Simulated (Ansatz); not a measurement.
# C2H8Si (built from SMILES CC[SiH3]): search for a transition state

Wanted: the transition state of a 1,1-elimination (form C2–H4 and break Si1–C2, Si1–H4). The guess is relaxed with those distances held, a saddle search follows, and vibrations and two downhill relaxations check it.

Program: Ansatz 0.2.0, Gaussian basis. Level of theory: PBE0-D4, def2-SVP first, then def2-TZVP. These are calculated values, not measurements.

21 further runs of the same task are left out: 21 set aside as unsound or not needed.

**1. The starting structure**

The guess: 11 atoms, charge 0, spin multiplicity 1.

Atoms are counted from 1 here; the program's logs count them from 0.

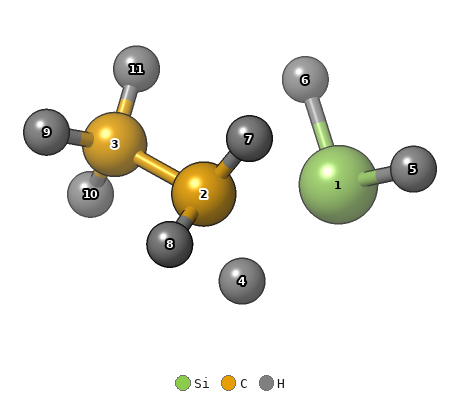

As it starts; silicon green, carbon amber, hydrogen grey; atoms are numbered from 1 in the order of the file.

Geometry (Å):

| atom | x (Å) | y (Å) | z (Å) |
| --- | --- | --- | --- |
| Si1 | -1.35910 | 1.09870 | 0.53090 |
| C2 | 0.39820 | 0.27340 | -0.48300 |
| C3 | 0.39280 | -1.19730 | -0.11560 |
| H4 | -0.76310 | 0.60670 | -1.16850 |
| H5 | -0.71330 | 2.39230 | 0.78350 |
| H6 | -1.04330 | 0.28190 | 1.69700 |
| H7 | 0.91710 | 0.89400 | 0.22830 |
| H8 | 0.99640 | 0.39480 | -1.39920 |
| H9 | 1.32220 | -1.67890 | -0.42120 |
| H10 | -0.42730 | -1.71750 | -0.60720 |
| H11 | 0.27950 | -1.34810 | 0.95490 |

Distances that are to change: C2–H4 1.39 Å, Si1–C2 2.19 Å, Si1–H4 1.87 Å.

**2. Constrained relaxation of the guess**

hold/in.yaml

```yaml
crystal:
  periodic: [false, false, false]
  atoms:
    - {symbol: Si, position_ang: [-1.359100, 1.098700, 0.530900]}
    - {symbol: C, position_ang: [0.398200, 0.273400, -0.483000]}
    - {symbol: C, position_ang: [0.392800, -1.197300, -0.115600]}
    - {symbol: H, position_ang: [-0.763100, 0.606700, -1.168500]}
    - {symbol: H, position_ang: [-0.713300, 2.392300, 0.783500]}
    - {symbol: H, position_ang: [-1.043300, 0.281900, 1.697000]}
    - {symbol: H, position_ang: [0.917100, 0.894000, 0.228300]}
    - {symbol: H, position_ang: [0.996400, 0.394800, -1.399200]}
    - {symbol: H, position_ang: [1.322200, -1.678900, -0.421200]}
    - {symbol: H, position_ang: [-0.427300, -1.717500, -0.607200]}
    - {symbol: H, position_ang: [0.279500, -1.348100, 0.954900]}
basis:
  gaussian: {orbitals: def2-SVP}
hamiltonian: {xc: pbe0, dispersion: d4}
relax: {f_tol: 0.08, max_steps: 120, escape_saddle: false, constraints: [{distance: [1, 3]}, {distance: [0, 1]}, {distance: [0, 3]}]}
```

The command line of these runs was not kept.

The log in hold was not kept; the run's report gives a total energy of -10068.745473 eV.

It took 3.9 s on 2 threads, shared host; peak memory 0.18 GiB.

Close pairs (by a distance rule), those that changed most:

| bond | before (Å) | after (Å) | change (Å) |
| --- | --- | --- | --- |
| Si1–H5 | 1.468 | 1.524 | +0.056 |
| Si1–H6 | 1.458 | 1.513 | +0.054 |
| C2–H7 | 1.077 | 1.094 | +0.016 |
| C3–H10 | 1.089 | 1.101 | +0.013 |
| C3–H11 | 1.087 | 1.099 | +0.012 |
| C3–H9 | 1.090 | 1.101 | +0.010 |
| C2–H8 | 1.101 | 1.104 | +0.003 |
| C2–C3 | 1.516 | 1.516 | -0.000 |

**3. Saddle search in the small basis**

presaddle/in.yaml

```yaml
crystal:
  periodic: [false, false, false]
  atoms:
    - {symbol: Si, position_ang: [-1.399206, 1.171933, 0.473629]}
    - {symbol: C, position_ang: [0.352317, 0.240621, -0.454833]}
    - {symbol: C, position_ang: [0.405317, -1.236987, -0.121040]}
    - {symbol: H, position_ang: [-0.786036, 0.564889, -1.181895]}
    - {symbol: H, position_ang: [-0.562637, 2.406392, 0.786802]}
    - {symbol: H, position_ang: [-0.950661, 0.316630, 1.638035]}
    - {symbol: H, position_ang: [0.735178, 0.930142, 0.302611]}
    - {symbol: H, position_ang: [0.957592, 0.480564, -1.346855]}
    - {symbol: H, position_ang: [1.364248, -1.676756, -0.434510]}
    - {symbol: H, position_ang: [-0.399486, -1.798454, -0.621129]}
    - {symbol: H, position_ang: [0.283476, -1.398973, 0.959084]}
basis:
  gaussian: {orbitals: def2-SVP}
hamiltonian: {xc: pbe0, dispersion: d4}
saddle:
  f_tol: 0.03
  max_steps: 150
  mode_guess:
    - [-1.1281, 0.7504, 1.3107]
    - [-0.0198, -0.1918, -0.9473]
    - [0.0000, 0.0000, 0.0000]
    - [1.1479, -0.5586, -0.3634]
    - [0.0000, 0.0000, 0.0000]
    - [0.0000, 0.0000, 0.0000]
    - [0.0000, 0.0000, 0.0000]
    - [0.0000, 0.0000, 0.0000]
    - [0.0000, 0.0000, 0.0000]
    - [0.0000, 0.0000, 0.0000]
    - [0.0000, 0.0000, 0.0000]
```

The log in presaddle was not kept; the run's report gives a total energy of -10069.137933 eV.

Wall time 65 s (2 threads, shared host); peak memory 0.18 GiB.

**4. Saddle search in triple zeta**

saddle/in.yaml

```yaml
crystal:
  periodic: [false, false, false]
  atoms:
    - {symbol: Si, position_ang: [-1.412760, 1.244344, 0.414401]}
    - {symbol: C, position_ang: [0.481378, 0.235676, -0.344375]}
    - {symbol: C, position_ang: [0.469098, -1.262443, -0.153970]}
    - {symbol: H, position_ang: [-0.972558, 0.497312, -0.822034]}
    - {symbol: H, position_ang: [-0.662558, 2.532479, 0.562064]}
    - {symbol: H, position_ang: [-1.226480, 0.445444, 1.665653]}
    - {symbol: H, position_ang: [1.143170, 0.758352, 0.356257]}
    - {symbol: H, position_ang: [0.768880, 0.537553, -1.363183]}
    - {symbol: H, position_ang: [1.439918, -1.701190, -0.439425]}
    - {symbol: H, position_ang: [-0.302601, -1.753382, -0.769516]}
    - {symbol: H, position_ang: [0.274616, -1.534145, 0.894028]}
basis:
  gaussian: {orbitals: def2-TZVP}
hamiltonian: {xc: pbe0, dispersion: d4}
saddle:
  f_tol: 0.01
  max_steps: 150
  mode_guess:
    - [-0.4961, 0.1801, 0.0774]
    - [-0.1257, -0.0627, -0.1884]
    - [-0.0189, -0.0305, -0.0353]
    - [0.6659, -0.0627, 0.2840]
    - [0.0694, -0.0653, 0.0622]
    - [0.1153, 0.0539, -0.0059]
    - [-0.2713, 0.0381, -0.0646]
    - [0.0736, -0.0394, -0.1007]
    - [0.0031, 0.0081, -0.0023]
    - [-0.0033, -0.0508, -0.0110]
    - [-0.0122, 0.0312, -0.0154]
```

What it wrote, cut to the lines that bear on the results:

```text
Functional definition: PBE0
  name "PBE0"
  cite "Adamo & Barone, J. Chem. Phys. 110, 6158 (1999) doi:10.1063/1.478522"
  cite "Perdew, Burke & Ernzerhof, Phys. Rev. Lett. 77, 3865 (1996) doi:10.1103/PhysRevLett.77.3865"
  parent pbe
[...]
980 factors; their error is unknown
[...]
mean field -10074.05904182 eV, -370.2148413445 hartree, gradient 1.8e-5 eV, S^2 0.000000; 0 other end points of the search recorded, 0 dependent functions left out
[...]
reference -10074.05907275 eV, -370.2148424812 hartree; 17, 17 occupied and 130, 130 virtual orbitals, 980 factors
[...]
980 factors; their error is unknown
mean field -10074.05960566 eV, -370.2148620652 hartree, gradient 3.0e-6 eV, S^2 0.000000; 0 other end points of the search recorded, 0 dependent functions left out
[...]
reference -10074.05963656 eV, -370.2148632008 hartree; 17, 17 occupied and 130, 130 virtual orbitals, 980 factors
[...]
980 factors; their error is unknown
[...]
mean field -10074.05837975 eV, -370.2148170138 hartree, gradient 3.0e-6 eV, S^2 0.000000; 0 other end points of the search recorded, 0 dependent functions left out
[...]
reference -10074.05841065 eV, -370.2148181494 hartree; 17, 17 occupied and 130, 130 virtual orbitals, 980 factors
[...]
saddle step  16: F+E_penalty+E_count = -10074.21995436 eV  max|allowed force component| = 1.142e-3 eV/Å  curvature = -10.3573 eV/Å² (error put at 0.0022; -10.3594 at half of saddle.amplitude)  mode residual = 1.92e-1 eV/Å²  Δτ_max = 0.0111 Å  (1 rotations, 43 force calls, 955 SCF iters)  [...]
Total energy: -10074.21998516 eV, -370.2207559030 hartree
Atom 0 at    -1.408125     1.237951     0.429289 Å, force     0.000766    -0.000035     0.000491 eV/Å
Atom 1 at     0.482425     0.235194    -0.329572 Å, force    -0.001058    -0.000668    -0.000095 eV/Å
Atom 2 at     0.466620    -1.264918    -0.173937 Å, force    -0.000432    -0.000450     0.000224 eV/Å
Atom 3 at    -0.994500     0.435766    -0.771921 Å, force     0.000044     0.000120     0.000394 eV/Å
Atom 4 at    -0.671793     2.531685     0.482347 Å, force    -0.000352    -0.000676    -0.000118 eV/Å
Atom 5 at    -1.167267     0.507140     1.703180 Å, force    -0.000223     0.000458    -0.000539 eV/Å
Atom 6 at     1.123892     0.735045     0.391049 Å, force     0.000377     0.000172     0.000260 eV/Å
Atom 7 at     0.767259     0.563983    -1.330241 Å, force     0.000177     0.000108    -0.000281 eV/Å
Atom 8 at     1.444818    -1.689626    -0.419873 Å, force    -0.000394    -0.000049     0.000105 eV/Å
Atom 9 at    -0.268837    -1.737755    -0.830838 Å, force     0.001018     0.000681     0.000701 eV/Å
Atom 10 at     0.225611    -1.554466     0.850417 Å, force     0.000076     0.000339    -0.001142 eV/Å
Dipole moment:     0.315957    -0.152278    -0.064053 e Å
```

Wall time 95 s (2 threads, shared host); peak memory 0.32 GiB.

The point found:

| atom | x (Å) | y (Å) | z (Å) |
| --- | --- | --- | --- |
| Si1 | -1.4081 | 1.2380 | 0.4293 |
| C2 | 0.4824 | 0.2352 | -0.3296 |
| C3 | 0.4666 | -1.2649 | -0.1739 |
| H4 | -0.9945 | 0.4358 | -0.7719 |
| H5 | -0.6718 | 2.5317 | 0.4823 |
| H6 | -1.1673 | 0.5071 | 1.7032 |
| H7 | 1.1239 | 0.7350 | 0.3910 |
| H8 | 0.7673 | 0.5640 | -1.3302 |
| H9 | 1.4448 | -1.6896 | -0.4199 |
| H10 | -0.2688 | -1.7378 | -0.8308 |
| H11 | 0.2256 | -1.5545 | 0.8504 |

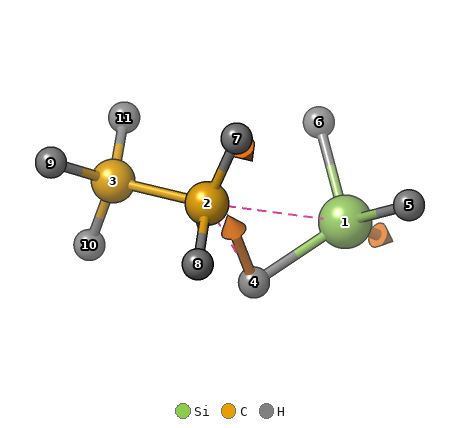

The point found; broken lines mark the pairs that react, arrows the followed mode.

**5. Checking the order of the point**

vib/in.yaml

```yaml
crystal:
  periodic: [false, false, false]
  atoms:
    - {symbol: Si, position_ang: [-1.408125, 1.237951, 0.429289]}
    - {symbol: C, position_ang: [0.482425, 0.235194, -0.329572]}
    - {symbol: C, position_ang: [0.466620, -1.264918, -0.173937]}
    - {symbol: H, position_ang: [-0.994500, 0.435766, -0.771921]}
    - {symbol: H, position_ang: [-0.671793, 2.531685, 0.482347]}
    - {symbol: H, position_ang: [-1.167267, 0.507140, 1.703180]}
    - {symbol: H, position_ang: [1.123892, 0.735045, 0.391049]}
    - {symbol: H, position_ang: [0.767259, 0.563983, -1.330241]}
    - {symbol: H, position_ang: [1.444818, -1.689626, -0.419873]}
    - {symbol: H, position_ang: [-0.268837, -1.737755, -0.830838]}
    - {symbol: H, position_ang: [0.225611, -1.554466, 0.850417]}
basis:
  gaussian: {orbitals: def2-TZVP}
hamiltonian: {xc: pbe0, dispersion: d4}
phonons: {temperatures: {t_min: 298.15, t_max: 900, t_step: 200}}
```

What it wrote, cut to the lines that bear on the results:

```text
[... 5 set-up lines as earlier in the session ...]
[...]
980 factors; their error is unknown
[...]
mean field -10074.06936943 eV, -370.2152208771 hartree, gradient 1.8e-5 eV, S^2 0.000000; 0 other end points of the search recorded, 0 dependent functions left out
[...]
reference -10074.06940021 eV, -370.2152220083 hartree; 17, 17 occupied and 130, 130 virtual orbitals, 980 factors
[... from here to the last solve, the lines of the solves are left out (65 solves) ...]
980 factors; their error is unknown
[...]
mean field -10074.06927912 eV, -370.2152175584 hartree, gradient 3.0e-6 eV, S^2 0.000000; 0 other end points of the search recorded, 0 dependent functions left out
[...]
WARN: phonons: modes at or below zero, which the zero-point energy, F, S and C_V leave out: 1, the lowest at -1186.30 cm⁻¹. A minimum has none, and a first-order saddle one
[...]
Atom 3 at    -0.994500     0.435766    -0.771921 Å, force     0.000069     0.000110     0.000386 eV/Å
Atom 4 at    -0.671793     2.531685     0.482347 Å, force    -0.000342    -0.000673    -0.000120 eV/Å
Atom 5 at    -1.167267     0.507140     1.703180 Å, force    -0.000177     0.000479    -0.000562 eV/Å
Atom 6 at     1.123892     0.735045     0.391049 Å, force     0.000361     0.000166     0.000242 eV/Å
Atom 7 at     0.767259     0.563983    -1.330241 Å, force     0.000204     0.000087    -0.000288 eV/Å
Atom 8 at     1.444818    -1.689626    -0.419873 Å, force    -0.000410    -0.000047     0.000116 eV/Å
Atom 9 at    -0.268837    -1.737755    -0.830838 Å, force     0.001002     0.000671     0.000695 eV/Å
Atom 10 at     0.225611    -1.554466     0.850417 Å, force     0.000071     0.000278    -0.001137 eV/Å
Dipole moment:     0.315957    -0.152278    -0.064054 e Å
Vibrations: -1186.30 88.68 202.87 267.39 413.94 612.29 624.52 726.09 879.22 931.18 965.25 1010.72 1087.26 1172.06 1242.71 1406.96 1464.92 1482.75 1488.79 2191.17 2219.83 2252.36 3040.79 3095.86 3104.31 3128.06 3176.61 cm⁻¹, zero-point energy 2.372848 eV
```

Wall time 53 s (2 threads, shared host); peak memory 0.31 GiB.

Wavenumbers and character of the modes:

| mode | wavenumber (cm⁻¹) | character |
| --- | --- | --- |
| 1 | 1186i | changes C2–H4 |
| 2 | 89 | torsion |
| 3 | 203 | torsion |
| 4 | 267 | not assigned (largely outside the bonds, angles and torsions drawn) |
| 5 | 414 | not assigned (largely outside the bonds, angles and torsions drawn) |
| 6 | 612 | not assigned (largely outside the bonds, angles and torsions drawn) |
| 7 | 625 | not assigned (largely outside the bonds, angles and torsions drawn) |
| 8 | 726 | bend with torsion |
| 9 | 879 | bend |
| 10 | 931 | bend with torsion |
| 11 | 965 | bend |
| 12 | 1011 | C–C stretch with bend |
| 13 | 1087 | C–C stretch with bend |
| 14 | 1172 | bend |
| 15 | 1243 | bend |
| 16 | 1407 | bend |
| 17 | 1465 | bend |
| 18 | 1483 | bend |
| 19 | 1489 | bend |
| 20 | 2191 | Si–H stretch |
| 21 | 2220 | Si–H stretch |
| 22 | 2252 | Si–H stretch |
| 23 | 3041 | C–H stretch |
| 24 | 3096 | C–H stretch |
| 25 | 3104 | C–H stretch |
| 26 | 3128 | C–H stretch |
| 27 | 3177 | C–H stretch |

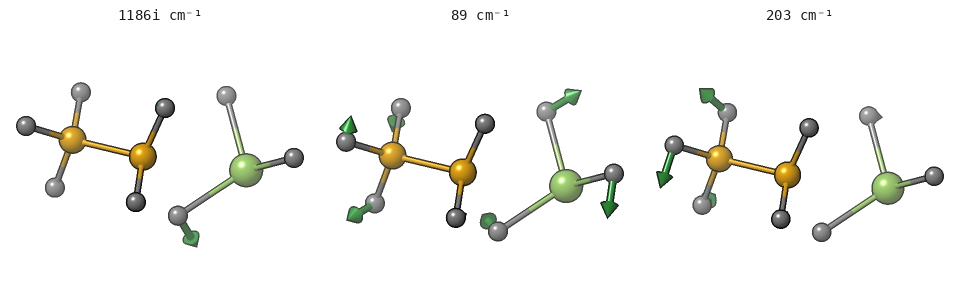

Displacements of 3 modes, as arrows.

Vibrational sums (real modes only):

| T (K) | entropy (J/mol/K) | heat capacity (J/mol/K) |
| --- | --- | --- |
| 298 | 42.3 | 52.5 |
| 498 | 78.5 | 90.4 |
| 698 | 113.8 | 118.8 |
| 898 | 146.4 | 140.1 |

**6. Relaxing after a step of 0.30 Å one way along the mode**

downa/in.yaml

```yaml
crystal:
  periodic: [false, false, false]
  atoms:
    - {symbol: Si, position_ang: [-1.613272, 1.311035, 0.464959]}
    - {symbol: C, position_ang: [0.429366, 0.204790, -0.405487]}
    - {symbol: C, position_ang: [0.460946, -1.281771, -0.187959]}
    - {symbol: H, position_ang: [-0.715082, 0.427071, -0.663064]}
    - {symbol: H, position_ang: [-0.641745, 2.505301, 0.508625]}
    - {symbol: H, position_ang: [-1.120640, 0.530281, 1.698147]}
    - {symbol: H, position_ang: [1.006976, 0.749658, 0.365583]}
    - {symbol: H, position_ang: [0.791623, 0.547413, -1.369275]}
    - {symbol: H, position_ang: [1.448328, -1.687805, -0.421030]}
    - {symbol: H, position_ang: [-0.268838, -1.761738, -0.835483]}
    - {symbol: H, position_ang: [0.222440, -1.544234, 0.844885]}
basis:
  gaussian: {orbitals: def2-TZVP}
hamiltonian: {xc: pbe0, dispersion: d4}
relax: {f_tol: 0.005, max_steps: 200}
```

What it wrote, cut to the lines that bear on the results:

```text
[... 5 set-up lines as earlier in the session ...]
[...]
980 factors; their error is unknown
[...]
mean field -10074.58380536 eV, -370.2341260488 hartree, gradient 1.6e-5 eV, S^2 0.000000; 0 other end points of the search recorded, 0 dependent functions left out
[...]
reference -10074.58383551 eV, -370.2341271568 hartree; 17, 17 occupied and 130, 130 virtual orbitals, 980 factors
relax step   1: F+E_penalty+E_count = -10074.73992167 eV  Δ(F+E_penalty+E_count) = +0.000e0 eV  max|allowed force component| = 8.450e-1 eV/Å  Δτ_max = 0.0000 Å  (27 SCF iters, accepted)
[...]
Atom 1 at     0.420655     0.139095    -0.522506 Å, force     0.002733     0.001881     0.002095 eV/Å
Atom 2 at     0.490057    -1.345929    -0.243113 Å, force    -0.003228     0.000749    -0.003179 eV/Å
Atom 3 at    -0.660622     0.439357    -0.640549 Å, force    -0.001043    -0.000293    -0.001030 eV/Å
Atom 4 at    -0.725238     2.594522     0.678672 Å, force    -0.000091    -0.000141    -0.001584 eV/Å
Atom 5 at    -1.085396     0.758425     1.833724 Å, force    -0.002671     0.000380     0.000145 eV/Å
Atom 6 at     0.904052     0.735264     0.248748 Å, force    -0.000186    -0.000134    -0.000509 eV/Å
Atom 7 at     0.846089     0.417461    -1.489080 Å, force     0.000039    -0.000646    -0.000260 eV/Å
Atom 8 at     1.529706    -1.681137    -0.223902 Å, force     0.000833     0.000251     0.000520 eV/Å
Atom 9 at    -0.032557    -1.923443    -1.007987 Å, force     0.000037    -0.000172     0.000985 eV/Å
Atom 10 at     0.044914    -1.585895     0.724018 Å, force     0.000458     0.000113     0.000487 eV/Å
Dipole moment:     0.301731    -0.192284    -0.122341 e Å
```

Run time: 15 s. Hardware: 2 threads, shared host; peak memory 0.3 GiB.

Step by step: (the energy doesn't fall at every step)

| step | energy from step 1 (eV) | largest force component (eV/Å) |
| --- | --- | --- |
| 1 | 0.0000 | 0.8450 |
| 2 | -0.1662 | 0.8654 |
| 3 | -0.2369 | 0.4846 |
| 4 | -0.2581 | 0.0796 |
| 5 | -0.2603 | 0.0718 |
| 6 | -0.1672 | 0.9149 |
| 7 | -0.2625 | 0.0379 |
| 8 | -0.2632 | 0.0470 |
| 9 | -0.2635 | 0.0299 |
| 10 | -0.2636 | 0.0051 |
| 11 | -0.2636 | 0.0017 |
| 12 | -0.2636 | 0.0045 |
| 13 | -0.2636 | 0.0032 |

Close pairs (by a distance rule), those that changed most:

| bond | before (Å) | after (Å) | change (Å) |
| --- | --- | --- | --- |
| Si1–H4 | 1.691 | 1.954 | +0.263 |
| C2–H4 | 1.194 | 1.128 | -0.066 |
| C2–H7 | 1.107 | 1.088 | -0.019 |
| Si1–H6 | 1.540 | 1.523 | -0.017 |
| Si1–H5 | 1.540 | 1.523 | -0.017 |
| C2–C3 | 1.503 | 1.513 | +0.010 |
| C2–H8 | 1.085 | 1.092 | +0.007 |
| C3–H10 | 1.087 | 1.092 | +0.004 |

**7. Relaxing after a step of 0.30 Å the other way along the mode**

downb/in.yaml

```yaml
crystal:
  periodic: [false, false, false]
  atoms:
    - {symbol: Si, position_ang: [-1.202977, 1.164867, 0.393620]}
    - {symbol: C, position_ang: [0.535485, 0.265598, -0.253656]}
    - {symbol: C, position_ang: [0.472295, -1.248064, -0.159916]}
    - {symbol: H, position_ang: [-1.273918, 0.444460, -0.880778]}
    - {symbol: H, position_ang: [-0.701840, 2.558070, 0.456069]}
    - {symbol: H, position_ang: [-1.213895, 0.483999, 1.708212]}
    - {symbol: H, position_ang: [1.240807, 0.720432, 0.416515]}
    - {symbol: H, position_ang: [0.742895, 0.580554, -1.291206]}
    - {symbol: H, position_ang: [1.441308, -1.691446, -0.418715]}
    - {symbol: H, position_ang: [-0.268837, -1.713772, -0.826194]}
    - {symbol: H, position_ang: [0.228781, -1.564697, 0.855949]}
basis:
  gaussian: {orbitals: def2-TZVP}
hamiltonian: {xc: pbe0, dispersion: d4}
relax: {f_tol: 0.005, max_steps: 200}
```

What it wrote, cut to the lines that bear on the results:

```text
[... 5 set-up lines as earlier in the session ...]
[...]
980 factors; their error is unknown
[...]
mean field -10074.91015658 eV, -370.2461192348 hartree, gradient 6.6e-5 eV, S^2 0.000000; 0 other end points of the search recorded, 0 dependent functions left out
[...]
reference -10074.91018880 eV, -370.2461204192 hartree; 17, 17 occupied and 130, 130 virtual orbitals, 980 factors
relax step   1: F+E_penalty+E_count = -10075.06020719 eV  Δ(F+E_penalty+E_count) = +0.000e0 eV  max|allowed force component| = 2.563e0 eV/Å  Δτ_max = 0.0000 Å  (26 SCF iters, accepted)
[...]
Atom 1 at     0.648430     0.234473    -0.183152 Å, force     0.002510     0.002133    -0.001139 eV/Å
Atom 2 at     0.570588    -1.289391    -0.173496 Å, force    -0.002455    -0.003836     0.001032 eV/Å
Atom 3 at    -2.046271     0.673574    -0.663799 Å, force     0.000783     0.000680     0.000409 eV/Å
Atom 4 at    -0.833132     2.548778     0.259222 Å, force    -0.000076    -0.001084    -0.000242 eV/Å
Atom 5 at    -1.384525     0.653594     1.653492 Å, force    -0.000703     0.000873    -0.000060 eV/Å
Atom 6 at     1.423255     0.582664     0.508380 Å, force    -0.000163    -0.000310    -0.000917 eV/Å
Atom 7 at     0.943476     0.596458    -1.173956 Å, force     0.000538    -0.000113     0.000588 eV/Å
Atom 8 at     1.526041    -1.742806    -0.449535 Å, force    -0.000922     0.001256     0.000154 eV/Å
Atom 9 at    -0.181637    -1.654874    -0.877540 Å, force     0.001229     0.000633     0.000612 eV/Å
Atom 10 at     0.300927    -1.668891     0.815646 Å, force     0.000839     0.001080    -0.001556 eV/Å
Dipole moment:     0.164988    -0.081332    -0.047855 e Å
```

Run time: 12 s. Hardware: 2 threads, shared host; peak memory 0.31 GiB.

The steps of the relaxation:

| step | energy from step 1 (eV) | largest force component (eV/Å) |
| --- | --- | --- |
| 1 | 0.0000 | 2.5630 |
| 2 | -0.9261 | 2.7630 |
| 3 | -1.5754 | 1.6550 |
| 4 | -1.9102 | 0.9270 |
| 5 | -2.0932 | 0.3556 |
| 6 | -2.1177 | 0.1989 |
| 7 | -2.1212 | 0.0696 |
| 8 | -2.1217 | 0.0068 |
| 9 | -2.1217 | 0.0017 |
| 10 | -2.1218 | 0.0038 |

Distances of close pairs at the start and the end, largest changes first:

| bond | before (Å) | after (Å) | change (Å) |
| --- | --- | --- | --- |
| Si1–C2 | 2.062 | 1.876 | -0.185 |
| Si1–H4 | 1.466 | 1.489 | +0.024 |
| C2–H7 | 1.074 | 1.095 | +0.021 |
| Si1–H6 | 1.480 | 1.489 | +0.009 |
| C2–H8 | 1.104 | 1.095 | -0.009 |
| C2–C3 | 1.518 | 1.526 | +0.008 |
| C3–H10 | 1.100 | 1.093 | -0.007 |
| Si1–H5 | 1.482 | 1.489 | +0.007 |

**8. The three structures**

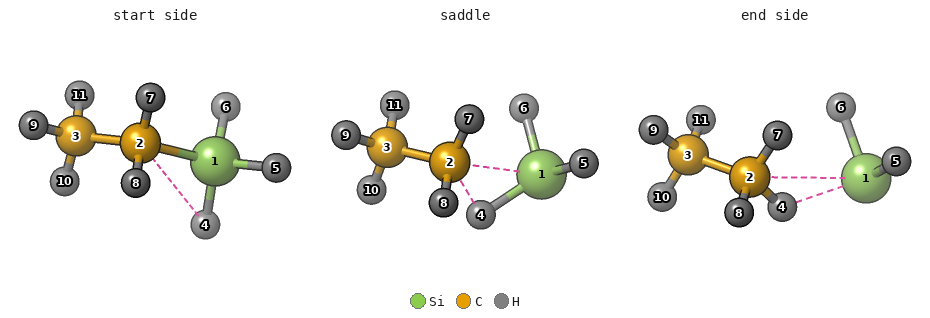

The minimum on the start side, the saddle and the minimum on the end side; broken lines mark the pairs that change.

| pair | start side (Å) | saddle (Å) | end side (Å) |
| --- | --- | --- | --- |
| C2–H4 | 2.772 | 1.555 | 1.128 |
| Si1–C2 | 1.876 | 2.271 | 2.777 |
| Si1–H4 | 1.489 | 1.502 | 1.954 |

**9. Results**

| quantity | value |
| --- | --- |
| imaginary mode | 1186i cm⁻¹ |
| barrier from the start side | 68.3 kcal/mol |
| barrier from the end side | 18.1 kcal/mol |
| energy of the step | +50.2 kcal/mol |
| pairs that change | C2–H4 formed, Si1–C2 broken, Si1–H4 broken |
| zero-point energy at the saddle | 2.373 eV |

In words: One imaginary mode, 1186i cm⁻¹, makes this a first-order saddle. The two relaxations end on the structures that were planned. At PBE0-D4/def2-TZVP the electronic barrier is 68.3 kcal/mol, about 115 kT at 298 K, and the step runs 50.2 kcal/mol uphill. The barrier is thin enough for tunnelling; the leading (Wigner) term alone is a factor of 2.4 at 298 K. The ends are the nearest minima, not always the lowest complexes.
